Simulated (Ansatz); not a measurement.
These are PBE (plane waves to 420 eV, PAW; Ansatz, a quantum-chemistry and plane-wave program) values and carry that method's errors.

Host crystal: wurtzite GaN, with a band gap (PBE, scalar-relativistic without spin-orbit coupling).

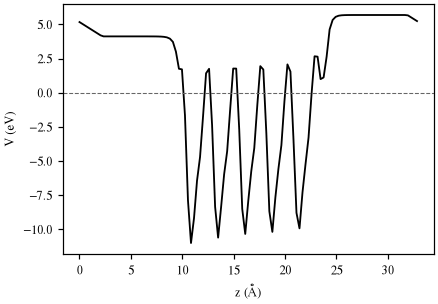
Figure. Planar average of the electrostatic potential across the slab, in eV from the highest filled level, for H2O on the (0001) surface of wurtzite GaN (2x2 with 3 H on 4 top atoms; a constructed slab, bottom: 3 H on 4 bottom sites), one in a cell of 36 Å², started at the site 'bridge H-H (span 3.2 Å)'

Model: 49-atom slab, 13.8 Å thick at the start with caps and adatoms under the adsorbate (thin: gaps and levels are the slab's own), 4x4x1 mesh, Fermi-Dirac 0.01 eV, dipole correction, 23 atoms held, the rest relaxed; no symmetry held; no spin, no spin-orbit, no U, no dispersion correction. At the end it is bonded to Ga. In PBE it is, or lies within 0.03 eV of, the lowest of the starts that converged.

Problem. The surface cell has an area of 35.88 Å². What dipole along the normal does the step between the two vacuum levels imply?

Solution. the top vacuum level lies 1.56 eV above the bottom one; p = −ε₀ A ΔV (ε₀ = 0.005526 e/(V·Å)) gives -0.31 e·Å a cell.
